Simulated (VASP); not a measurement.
```
Pt
1.0
    0.00000     1.98923     1.98923
    1.98923     0.00000     1.98923
    1.98923     1.98923     0.00000
Pt
1
Direct
  0.00000   0.00000   0.00000
```

These are optB88-vdW, VASP's PBE PAW potentials (set 64) (plane waves; VASP) values and carry that method's errors. Numerical set-up: 520 eV cut-off, 18×18×18 Γ-centred mesh, tetrahedra with Blöchl corrections, potentials Pt.

Unless said otherwise, spin-orbit coupling is left out, though it shifts the bands of the heavy elements here.

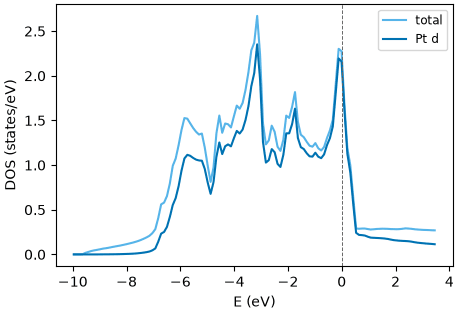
Fig. 1. Total and projected density of states, zero at the Fermi level

Within 2 eV below the Fermi level the largest weight inside VASP's projection spheres is Pt d.

It has no gap at this level: it comes out as a metal or semimetal.

The compound is Pt in the fcc structure. It was relaxed first.
